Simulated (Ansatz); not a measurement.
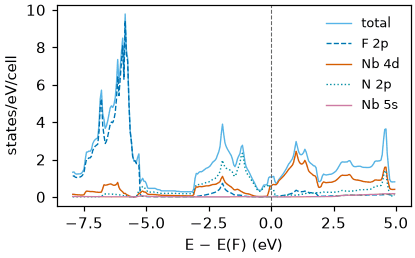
Figure: Total and projected density of states of NbNF2 in space group P4/mmm (No. 123; Nb on 1a, N on 1b, F on 2f), plane-wave PAW PBE (Ansatz code)

Problem. Which orbitals carry the states next to the Fermi level?

Solution. Within 0.5 eV of the Fermi level: Nb 4d 57 %, N 2p 36 %. Projections are on Löwdin-orthogonalised atomic valence shells; empty p or d shells of many metals are not among them.

Problem. Where is the tallest occupied peak in this window, and what makes it?

Solution. Near -5.8 eV, about 9.8 states/eV per cell; the largest projected share is F 2p.

The start of the workflow was typed in or built on a structure type; neither database checked (COD, Materials Project) lists it. Its standing as an ambient phase is unchecked. The cell was relaxed with PBE under the symmetry of its start; whether a distortion lowers the energy is not shown. Magnetic state: ferromagnetic, the only order run, not a proven ground state. The cell computed holds one magnetic atom, so no antiferromagnetic order was within reach. No Hubbard U is applied. Spin–orbit coupling is left out wherever it is not named.

Potentials: the earlier of the program's two PAW sets.
